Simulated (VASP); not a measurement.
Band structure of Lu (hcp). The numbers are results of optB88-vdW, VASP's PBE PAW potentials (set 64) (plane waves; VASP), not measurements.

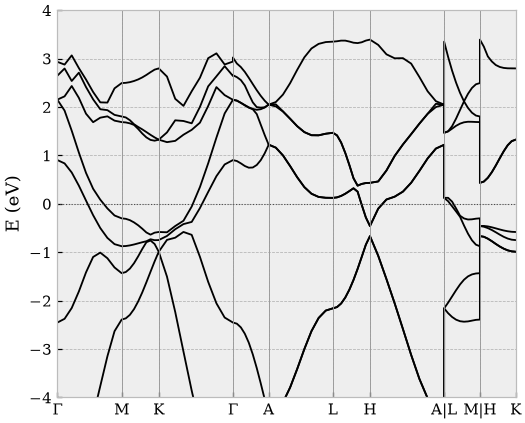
Fig. 1. Bands along high-symmetry lines, zero at the valence-band maximum or, without a gap, the Fermi level

Task: Read the plot: is there a gap, and where are the band edges?

Result: It has no gap at this level: it comes out as a metal or semimetal. (Edges off the drawn lines would not show.)

The compound is Lu in the hcp structure. It was relaxed first.
